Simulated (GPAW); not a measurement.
# A 8-layer slab of Nb(100): work function by functional and basis

How far do functional and basis move the work function of a 8-layer slab of Nb(100)?

Calculated with GPAW 26.7.0; GPAW, PAW setups; slab in vacuum, relaxation, in the first sound run; inputs show where later runs differ.

**1. The starting structure**

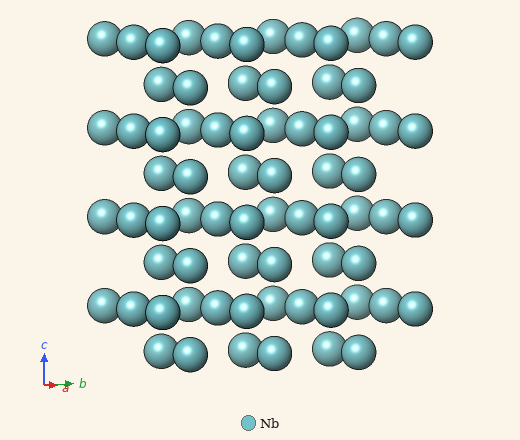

Start, viewed from the side, with the c axis up; niobium teal. 2×3×1 cells are drawn. Some periodic images of atoms are drawn too.

The cell holds 8 atoms: 8 Nb. Cell: a = 3.300 Å, b = 3.300 Å, c = 25.550 Å, α = 90.0°, β = 90.0°, γ = 90.0°. Vacuum lies along c.

Structure file:

```
Nb
1.0
     3.30000    0.00000    0.00000
     0.00000    3.30000    0.00000
     0.00000    0.00000   25.55000
Nb
8
Direct
  0.50000 0.50000 0.27397
  0.00000 0.00000 0.33855
  0.50000 0.50000 0.40313
  0.00000 0.00000 0.46771
  0.50000 0.50000 0.53229
  0.00000 0.00000 0.59687
  0.50000 0.50000 0.66145
  0.00000 0.00000 0.72603
```

**2. Relaxation**

The atoms are relaxed first, since the surface dipole, and with it the work function, follows the positions of the outer layers. The lowest 4 atoms are held at bulk positions and keep their forces.

File run.py:

```python
import json
import numpy as np
from ase import Atoms
from ase.constraints import FixAtoms
from ase.optimize import BFGS
from gpaw import GPAW, PW

slab = Atoms(
    ['Nb', 'Nb', 'Nb', 'Nb', 'Nb', 'Nb', 'Nb', 'Nb'],
    positions=[
        [1.65000, 1.65000, 7.00000],
        [0.00000, 0.00000, 8.65000],
        [1.65000, 1.65000, 10.30000],
        [0.00000, 0.00000, 11.95000],
        [1.65000, 1.65000, 13.60000],
        [0.00000, 0.00000, 15.25000],
        [1.65000, 1.65000, 16.90000],
        [0.00000, 0.00000, 18.55000]],
    cell=[[3.3, 0.0, 0.0], [0.0, 3.3, 0.0], [0.0, 0.0, 25.55]],
    pbc=[True, True, False])

slab.calc = GPAW(mode=PW(400), xc='PBE', kpts={'size': (10, 10, 1), 'gamma': True},
                 occupations={'name': 'fermi-dirac', 'width': 0.1}, nbands='160%',
                 convergence={'density': 1e-05}, maxiter=200,
                 poissonsolver={'dipolelayer': 'xy'},
                 symmetry={'tolerance': 1e-3, 'extra_ids': [1, 1, 1, 1, 0, 0, 0, 0]}, txt='slab.txt')
result = {}
slab.set_constraint(FixAtoms([0, 1, 2, 3]))
path = []
opt = BFGS(slab, maxstep=0.2)
opt.attach(lambda: path.append((slab.get_potential_energy(), slab.positions.tolist(), slab.get_forces().tolist())))
result['relaxed'] = bool(opt.run(fmax=0.03, steps=40))
result['path'] = path
energy = slab.get_potential_energy()
fermi = slab.calc.get_fermi_level()
v = slab.calc.get_electrostatic_potential().mean((0, 1)) - fermi
n = slab.calc.get_pseudo_density().mean((0, 1))
L = slab.cell[2, 2]
z = np.arange(len(v)) * L / len(v)
low, high = slab.positions[:, 2].min(), slab.positions[:, 2].max()
below, above = np.interp([low - 4.8, high + 4.8], z, v)
slopes = [np.interp(x, z, np.gradient(v, z)) for x in (low - 4.8, high + 4.8)]
eps = np.array([[slab.calc.get_eigenvalues(k, s) for k in range(len(slab.calc.get_ibz_k_points()))]
                for s in range(slab.calc.get_number_of_spins())]) - fermi
top, bottom = eps[eps < 0].max(), eps[eps > 0].min()
dipole = slab.get_dipole_moment()[2]
print(f'energy {energy:.4f} eV, Fermi level {fermi:.4f} eV, dipole {dipole:.5f} e A')
print(f'potential 4.8 A off the faces, from the Fermi level: lower {below:.4f} eV, upper {above:.4f} eV')
print(f'slope of the potential there: lower {slopes[0]:.5f}, upper {slopes[1]:.5f} eV/A')
print(f'nearest levels on the mesh: {top:.4f} and {bottom:.4f} eV')
print('magnetic moment', round(slab.get_magnetic_moment(), 3))
result.update(energy=energy, fermi=fermi, dipole=dipole, below=below, above=above, slopes=slopes, edges=[top, bottom],
              z=z.tolist(), v=v.tolist(), n=n.tolist(), positions=slab.positions.tolist(),
              forces=slab.get_forces(apply_constraint=False).tolist(), moments=slab.get_magnetic_moments().tolist())
json.dump(result, open('result.json', 'w'))
```

Launch:

```sh
$ OMP_NUM_THREADS=1 OPENBLAS_NUM_THREADS=1 python run.py
```

The program printed:

```text
Step          Energy          fmax
BFGS:    0      -79.463320        1.090567
BFGS:    1      -79.494893        0.975206
BFGS:    2      -79.575418        0.426060
BFGS:    3      -79.580412        0.156055
BFGS:    4      -79.581598        0.140712
BFGS:    5      -79.585061        0.093275
BFGS:    6      -79.585210        0.083314
BFGS:    7      -79.586490        0.101308
BFGS:    8      -79.586708        0.104166
BFGS:    9      -79.587893        0.073101
BFGS:   10      -79.588311        0.025874
energy -79.4235 eV, Fermi level 4.2988 eV, dipole 0.00725 e A
potential 4.8 A off the faces, from the Fermi level: lower 3.7403 eV, upper 3.6153 eV
slope of the potential there: lower -0.00354, upper 0.00300 eV/A
nearest levels on the mesh: -0.0047 and 0.0345 eV
magnetic moment 0.0
```

Run time: 45 min. Hardware: 1 thread of Arm Neoverse V2, shared host; peak memory 0.38 GiB.

The steps of the relaxation:

```
step  energy less that of the first step (eV)  largest force (eV/Å)
   1                                   0.0000                1.0906
   2                                  -0.0331                0.9752
   3                                  -0.1259                0.4261
   4                                  -0.1284                0.1561
   5                                  -0.1298                0.1407
   6                                  -0.1341                0.0933
   7                                  -0.1342                0.0833
   8                                  -0.1360                0.1013
   9                                  -0.1364                0.1042
  10                                  -0.1383                0.0731
  11                                  -0.1390                0.0259
```

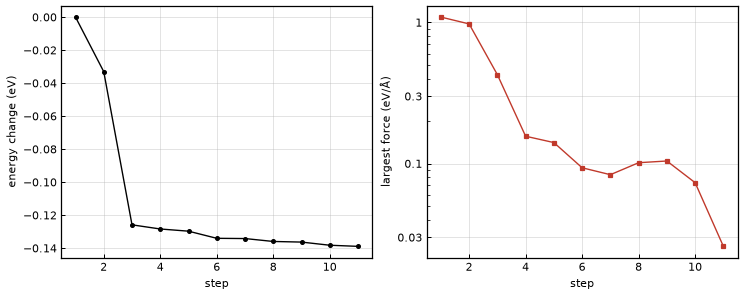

Energy and largest force along the relaxation.

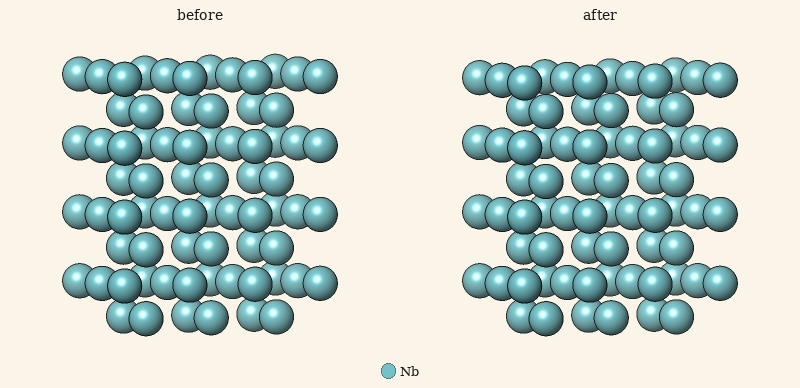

The structure before and after the relaxation, drawn at the same scale.

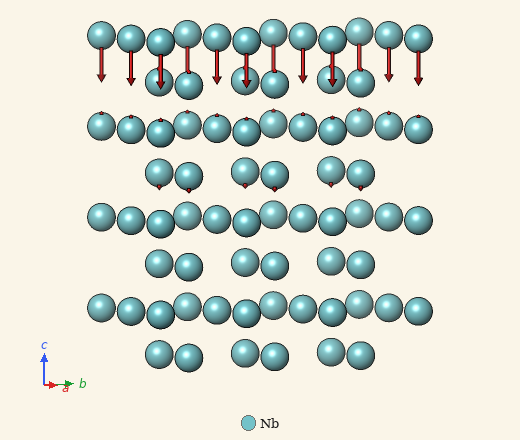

Displacements in the relaxation, exaggerated; the longest in the cell stands for 0.18 Å. 2×3×1 cells are drawn. Some periodic images of atoms are drawn too.

The atoms that moved most (Å):

```
atom     dx     dy      dz  length
 Nb8  0.000  0.000  -0.175   0.175
 Nb5  0.000  0.000  -0.029   0.029
 Nb7  0.000  0.000   0.024   0.024
 Nb6  0.000  0.000   0.020   0.020
```

The relaxed structure:

```cif
data_structure
_symmetry_space_group_name_H-M 'P 1'
_symmetry_Int_Tables_number 1
_cell_length_a 3.3000
_cell_length_b 3.3000
_cell_length_c 25.5500
_cell_angle_alpha 90.000
_cell_angle_beta 90.000
_cell_angle_gamma 90.000
_cell_volume 278.24
loop_
_atom_site_label
_atom_site_type_symbol
_atom_site_fract_x
_atom_site_fract_y
_atom_site_fract_z
_atom_site_occupancy
Nb1 Nb 0.50000 0.50000 0.27397 1
Nb2 Nb 0.00000 0.00000 0.33855 1
Nb3 Nb 0.50000 0.50000 0.40313 1
Nb4 Nb 0.00000 0.00000 0.46771 1
Nb5 Nb 0.50000 0.50000 0.53117 1
Nb6 Nb 0.00000 0.00000 0.59765 1
Nb7 Nb 0.50000 0.50000 0.66239 1
Nb8 Nb 0.00000 0.00000 0.71917 1
```

Numbers from this step:

| Quantity | Value |
| --- | --- |
| dipole along the normal | 0.007246 e·Å |
| levels nearest the Fermi level on the mesh | -0.004736, 0.03453 eV from the Fermi level |
| upper work function | 3.615 eV |
| lower work function | 3.740 eV |

The electrostatic potential energy of an electron (without an applied field's), less the Fermi level, planar mean oscillates, so the rows of the table below give means over windows of 1.6 Å about each position, cut where the curve ends. Its maxima inside the range that stand out by 2 % of the span (Å: eV): 7.9: -6.36, 9.5: -6.35, 11.2: -6.39, 12.8: -6.64, 14.4: -5.77, 16.1: -6.33, 17.7: -9.41. Its minima: 7.0: -17.4, 8.6: -17.0, 10.3: -17.1, 11.9: -17.0, 13.5: -16.9, 15.2: -17.0, 16.9: -17.2, 18.3: -17.6.

Electrostatic potential energy of an electron (without an applied field's), less the Fermi level, planar mean against z; means over each step:

```
z (Å)  electrostatic potential energy of an electron (without an applied field's), less the Fermi level, planar mean (eV)
 0.80                                                                                                                3.73
 2.40                                                                                                                3.74
 4.00                                                                                                                3.63
 5.60                                                                                                               0.804
 7.20                                                                                                               -11.6
 8.80                                                                                                               -11.5
10.40                                                                                                               -11.6
12.00                                                                                                               -11.6
13.60                                                                                                               -11.5
15.20                                                                                                               -11.5
16.80                                                                                                               -12.0
18.40                                                                                                               -11.8
20.00                                                                                                                1.87
21.60                                                                                                                3.56
23.20                                                                                                                3.61
24.80                                                                                                                3.62
```

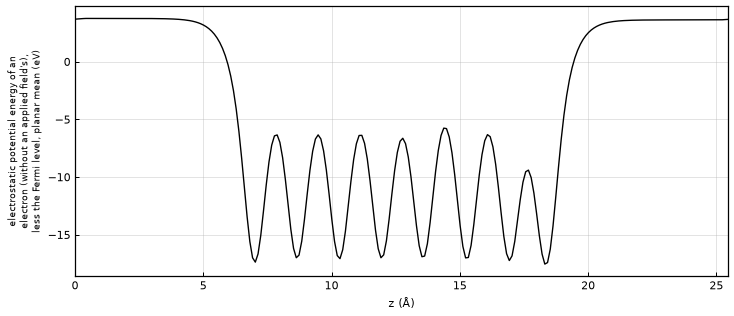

Electrostatic potential energy of an electron (without an applied field's), less the Fermi level, planar mean, plotted against z.

The pseudo valence density, planar mean oscillates, so the rows of the table below give means over windows of 1.7 Å about each position, cut where the curve ends. Its maxima inside the range that stand out by 2 % of the span (Å: e/Å³): 7.0: 1.13, 8.7: 1.13, 10.2: 1.13, 11.9: 1.16, 13.6: 1.14, 15.3: 1.14, 17.0: 1.13, 18.3: 1.14. Its minima: 7.9: 0.413, 9.4: 0.414, 11.1: 0.402, 12.8: 0.414, 14.5: 0.378, 16.2: 0.408, 17.7: 0.520.

The pseudo valence density, planar mean by z; means over each step:

```
z (Å)  pseudo valence density, planar mean (e/Å³)
 0.85                                      3.9e-6
 2.55                                      1.4e-4
 4.25                                     0.00459
 5.95                                       0.228
 7.65                                       0.727
 9.35                                       0.733
11.05                                       0.735
12.75                                       0.752
14.45                                       0.705
16.15                                       0.736
17.85                                       0.826
19.55                                       0.170
21.25                                     0.00334
22.95                                      9.4e-5
```

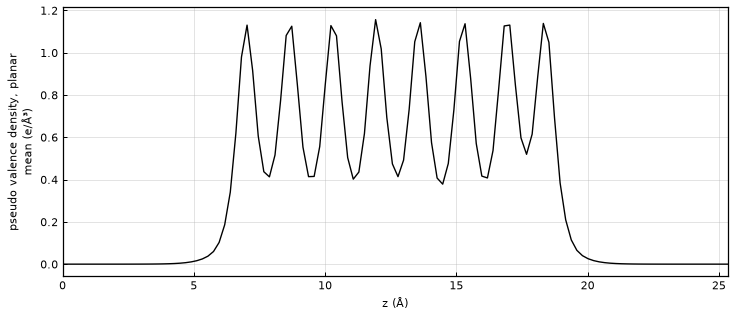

Pseudo valence density, planar mean, plotted against z.

The relaxation lowered the energy of the cell by 0.139 eV (energies extrapolated to zero smearing; the optimiser's log prints free energies). The largest force left on a free atom is 0.026 eV/Å.

**3. Plane waves, PBE**

With the geometry fixed, the planar mean of the potential gives the vacuum level on each side.

This step: GPAW, PAW setups; slab in vacuum (GPAW 26.7.0).

run.py, as its differences from that of step 2:

```diff
@@ -3,4 +3,2 @@
 from ase import Atoms
-from ase.constraints import FixAtoms
-from ase.optimize import BFGS
 from gpaw import GPAW, PW
@@ -14,6 +12,6 @@
         [0.00000, 0.00000, 11.95000],
-        [1.65000, 1.65000, 13.60000],
-        [0.00000, 0.00000, 15.25000],
-        [1.65000, 1.65000, 16.90000],
-        [0.00000, 0.00000, 18.55000]],
+        [1.65000, 1.65000, 13.57141],
+        [0.00000, -0.00000, 15.26998],
+        [1.65000, 1.65000, 16.92401],
+        [0.00000, -0.00000, 18.37486]],
     cell=[[3.3, 0.0, 0.0], [0.0, 3.3, 0.0], [0.0, 0.0, 25.55]],
@@ -25,10 +23,4 @@
                  poissonsolver={'dipolelayer': 'xy'},
-                 symmetry={'tolerance': 1e-3, 'extra_ids': [1, 1, 1, 1, 0, 0, 0, 0]}, txt='slab.txt')
+                 symmetry={'tolerance': 1e-3}, txt='slab.txt')
 result = {}
-slab.set_constraint(FixAtoms([0, 1, 2, 3]))
-path = []
-opt = BFGS(slab, maxstep=0.2)
-opt.attach(lambda: path.append((slab.get_potential_energy(), slab.positions.tolist(), slab.get_forces().tolist())))
-result['relaxed'] = bool(opt.run(fmax=0.03, steps=40))
-result['path'] = path
 energy = slab.get_potential_energy()
```

The program printed:

```text
energy -79.4235 eV, Fermi level 4.2989 eV, dipole 0.00751 e A
potential 4.8 A off the faces, from the Fermi level: lower 3.7402 eV, upper 3.6151 eV
slope of the potential there: lower -0.00357, upper 0.00302 eV/A
nearest levels on the mesh: -0.0047 and 0.0345 eV
magnetic moment 0.0
```

Wall time 6.1 min (1 thread); peak memory 0.37 GiB.

This step gave:

```yaml
dipole_along_the_normal: 0.007507 e·Å
levels_nearest_the_fermi_level_on_the_mesh: -0.004736, 0.03452 eV from the Fermi level
```

The electrostatic potential energy of an electron (without an applied field's), less the Fermi level, planar mean oscillates, so the rows of the table below give means over windows of 1.6 Å about each position, cut where the curve ends. Its maxima inside the range that stand out by 2 % of the span (Å: eV): 7.9: -6.36, 9.5: -6.35, 11.2: -6.39, 12.8: -6.64, 14.4: -5.77, 16.1: -6.33, 17.7: -9.41. Its minima: 7.0: -17.4, 8.6: -17.0, 10.3: -17.1, 11.9: -17.0, 13.5: -16.9, 15.2: -17.0, 16.9: -17.2, 18.3: -17.6.

Electrostatic potential energy of an electron (without an applied field's), less the Fermi level, planar mean against z; means over each step:

(Unchanged from step 2.)

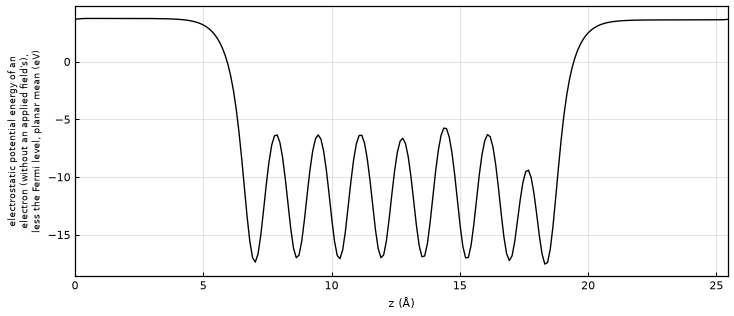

Electrostatic potential energy of an electron (without an applied field's), less the Fermi level, planar mean against z.

The pseudo valence density, planar mean oscillates, so the rows of the table below give means over windows of 1.7 Å about each position, cut where the curve ends. Its maxima inside the range that stand out by 2 % of the span (Å: e/Å³): 7.0: 1.13, 8.7: 1.13, 10.2: 1.13, 11.9: 1.16, 13.6: 1.14, 15.3: 1.14, 17.0: 1.13, 18.3: 1.14. Its minima: 7.9: 0.413, 9.4: 0.414, 11.1: 0.402, 12.8: 0.414, 14.5: 0.378, 16.2: 0.408, 17.7: 0.520.

Table of pseudo valence density, planar mean by z; means over each step:

(Unchanged from step 2.)

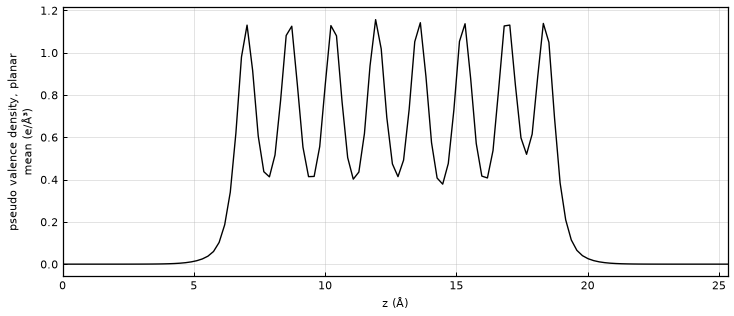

Pseudo valence density, planar mean against z.

Force by atom:

```
atom  x (eV/Å)  y (eV/Å)  z (eV/Å)  size
 Nb1      0.00      0.00      1.12  1.12
 Nb2      0.00      0.00     -0.99  0.99
 Nb3      0.00      0.00     -0.48  0.48
 Nb4      0.00      0.00      0.36  0.36
 Nb5      0.00      0.00     -0.03  0.03
 Nb6      0.00      0.00      0.01  0.01
 Nb7      0.00      0.00     -0.01  0.01
 Nb8      0.00      0.00      0.02  0.02
```

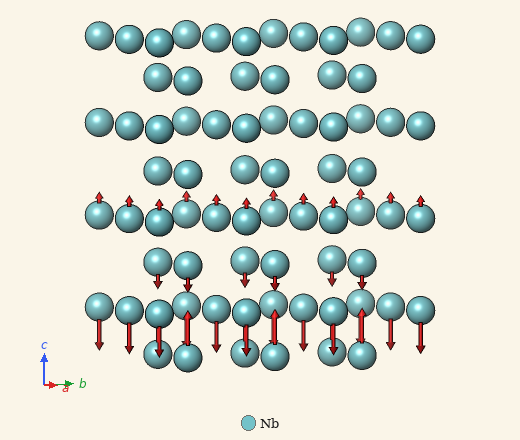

Force as arrows, the longest 1.12 eV/Å. 2×3×1 cells are drawn. Some periodic images of atoms are drawn too.

The potential is flat to 0.004 eV/Å where it is read, so the vacuum is wide enough.

[end of part 1 of 3]

[Logs are printed without paths, hosts, clocks, repeated set-up lines and the standing remarks that a program may print on its own settings, such as how far it seeks lower states.]

[Hosts, paths, dates, database ids (printed as entryN), source tags and the programs' standing remarks are cut or masked in the printed files.]
